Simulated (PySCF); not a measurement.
## Electronic structure of BF2H2Si (doublet) in real space

```xyz
6

F    -1.8117   -0.8549    0.4413
B    -0.9695   -0.0069   -0.1607
F    -1.5908    0.8299   -1.0001
Si    0.9068    0.0077    0.1439
H     1.6159   -0.8899    1.0488
H     1.8524    0.9161   -0.4947
```

Geometry: GFN2-xTB.

These are results of PySCF, UKS B3LYP, pcH-1 on B F H Si, non-relativistic, mean-field spin-orbit, GIAO, not measurements.

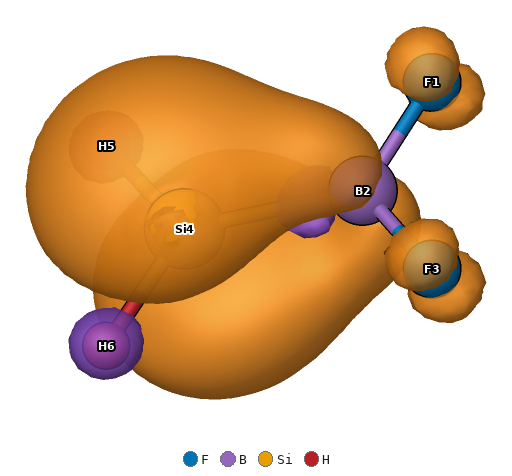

Figure 1. Isosurfaces of the spin density at +0.015 (orange) and −0.015 e/Å³ (purple), seen at a tilt.

Where is the unpaired spin?

Answer. The unpaired spin (1 electron) lies mostly on Si4 (about 0.8) and B2 (about 0.2), in electrons by Hirshfeld's partition.

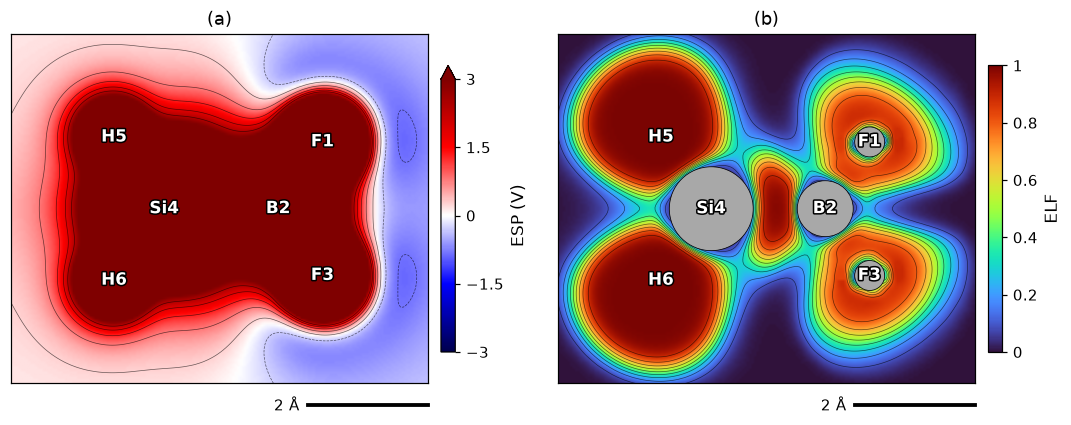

Figure 2. (a) molecular electrostatic potential; (b) ELF on the molecular plane. Grey discs cover the atomic cores in the ELF map.

Describe what can be read from this map.

Answer.
- The plane passes through F, B, Si and H nuclei.
- B–F (1.34 Å): the ELF peaks at about 0.85 between the atoms (a shared but strongly polarised pair).
- Si–B (1.90 Å): the ELF peaks at about 1 between the atoms; a covalent bond.
- Si–H (1.46 Å): the ELF climbs to about 1 towards the hydrogen, as it does in any bond to H.
- The ELF also peaks beside F3 and F1, away from the bonds: non-bonding electrons, paired or unpaired.
- Outside the dense part of the molecule the potential is most negative (−0.9 V) near F1 and F3.

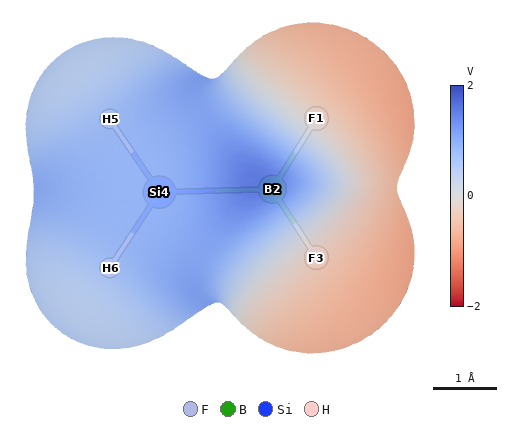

Figure 3. The molecular electrostatic potential painted on the density surface at 0.002 e/bohr³, seen at a tilt; red is negative and blue positive.

Which sites attract a positive test charge, and which a negative one?

Answer. A positive charge is drawn to the negative regions and a negative charge to the positive ones. The most negative region (about −0.8 V, or −18 kcal/mol for a unit charge) lies over F1 and F3, the most positive (about +1.6 V, or +37 kcal/mol for a unit charge) over B2.
